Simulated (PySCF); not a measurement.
```yaml
atoms:
  - { symbol: N, position_ang: [1.3859, -0.7244, 1.8396] }
  - { symbol: Si, position_ang: [0.8209, 0.2212, 0.5095] }
  - { symbol: C, position_ang: [1.9043, 0.1657, -1.0281] }
  - { symbol: Si, position_ang: [3.7195, -0.0096, -0.5759] }
  - { symbol: N, position_ang: [-0.7433, -0.3831, 0.0757] }
  - { symbol: C, position_ang: [-1.8016, -0.5932, 1.0449] }
  - { symbol: C, position_ang: [-2.9121, 0.3935, 0.6426] }
  - { symbol: C, position_ang: [-2.6600, 0.6615, -0.8567] }
  - { symbol: C, position_ang: [-1.4146, -0.1815, -1.1914] }
  - { symbol: H, position_ang: [1.4952, -1.7298, 1.7877] }
  - { symbol: H, position_ang: [1.9565, -0.3132, 2.5672] }
  - { symbol: H, position_ang: [0.8700, 1.6250, 1.0457] }
  - { symbol: H, position_ang: [1.7648, 1.0785, -1.6318] }
  - { symbol: H, position_ang: [1.6221, -0.6946, -1.6588] }
  - { symbol: H, position_ang: [4.6014, 0.2397, -1.7602] }
  - { symbol: H, position_ang: [4.1045, 0.9677, 0.4908] }
  - { symbol: H, position_ang: [4.0108, -1.3871, -0.0729] }
  - { symbol: H, position_ang: [-2.1788, -1.6332, 0.9739] }
  - { symbol: H, position_ang: [-1.4317, -0.4567, 2.0717] }
  - { symbol: H, position_ang: [-2.8226, 1.3248, 1.2216] }
  - { symbol: H, position_ang: [-3.9147, -0.0148, 0.8393] }
  - { symbol: H, position_ang: [-3.5186, 0.3894, -1.4888] }
  - { symbol: H, position_ang: [-2.4575, 1.7289, -1.0306] }
  - { symbol: H, position_ang: [-0.7562, 0.2943, -1.9332] }
  - { symbol: H, position_ang: [-1.7265, -1.1568, -1.6164] }
```

Geometry: PBE0-D3(BJ)/def2-SVP.

The calculation used PBE0/pcSseg-1, SCF density, gas phase, non-relativistic (PySCF).

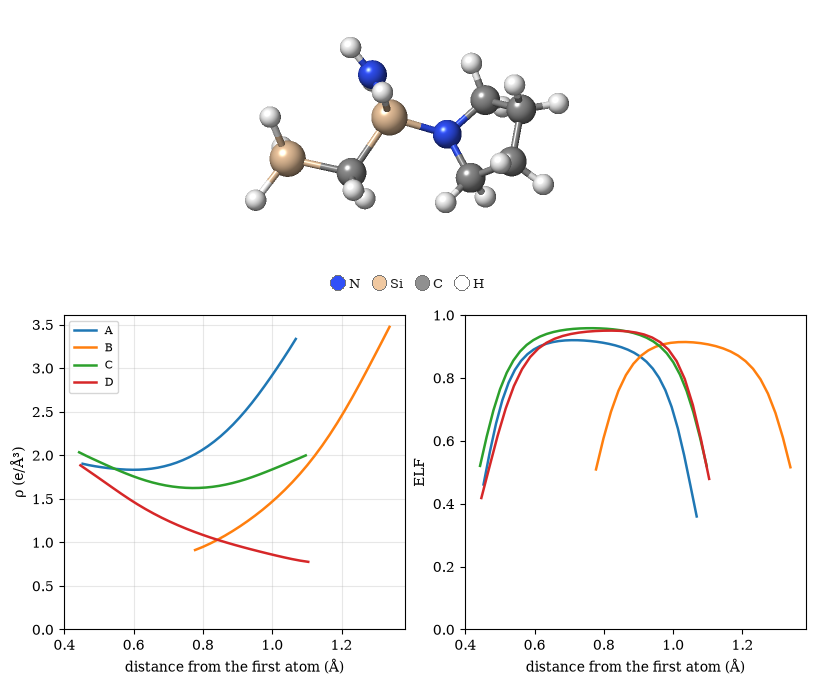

C₅H₁₆N₂Si₂. Total electron density and ELF along straight lines between neighbouring atoms. The curves leave out the atomic cores. The structure is drawn too.

### Which curve belongs to which contact (C–C, C–N, C–Si and Si–N)? The first atom named is at distance zero.

Curve A: C–N (1.45 Å): ρ at the midpoint is about 1.9 e/Å³; the ELF peaks at about 0.90 between the atoms; a shared electron pair. Curve B: Si–N (1.73 Å): ρ at the midpoint is about 1.1 e/Å³; the ELF peaks at about 0.90 between the atoms, as expected for a polar covalent bond. Curve C: C–C (1.54 Å): the density is about 1.6 e/Å³ at the midpoint; the ELF peaks at about 0.95 between the atoms; a covalent bond. Curve D: C–Si (1.88 Å): the density is about 0.92 e/Å³ at the midpoint; the ELF peaks at about 0.95 between the atoms; a covalent bond.
